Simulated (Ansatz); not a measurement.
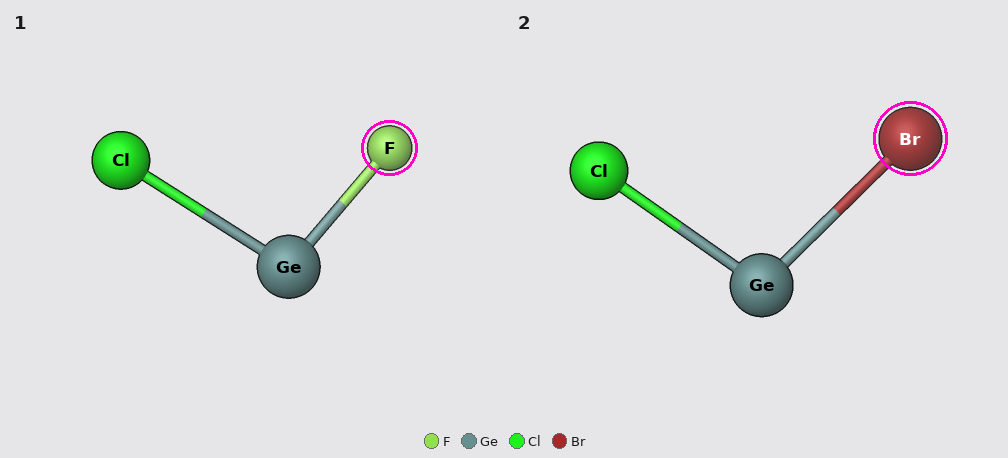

2 molecules with one skeleton, seen from the same side and at one scale; the atom that differs is circled. Each species is neutral and a spin singlet. Computed geometries: PBE0-D4/def2-TZVP optimisations, one conformation each. Properties computed with Ansatz 0.2.0.

One atom differs, called X below: F in panel 1, Br in panel 2. Their formulas are GeClF (`[F][Ge][Cl]`), GeBrCl (`[Cl][Ge][Br]`).

**In which is the harmonic X–Ge stretching wavenumber higher (PBE0-D4/def2-TZVP)?**

In panel 1 (X = F).

**In which is the dipole moment larger (PBE-D4/def2-TZVPP)?**

In panel 1 (X = F).

Give the values. With PBE0-D4/def2-TZVP: length of X–Ge (Å), angle X–Ge–Cl (°), harmonic X–Ge stretching wavenumber (cm⁻¹). With PBE0-D4/def2-TZVPP: HOMO energy (Kohn–Sham orbital) (eV), HOMO–LUMO gap (eV), vertical ionisation energy (eV). With PBE-D4/def2-TZVPP: dipole moment (D).

```csv
quantity,1 (F),2 (Br),2 − 1
length of X–Ge (Å),1.748,2.342,+0.594
angle X–Ge–Cl (°),98.4,100.5,+2.1
HOMO energy (Kohn–Sham orbital) (eV),−8.44,−7.93,+0.51
HOMO–LUMO gap (eV),5.59,4.78,−0.81
vertical ionisation energy (eV),10.81,10.02,−0.79
dipole moment (D),2.09,1.75,−0.34
harmonic X–Ge stretching wavenumber (cm⁻¹),675,289,−386
```
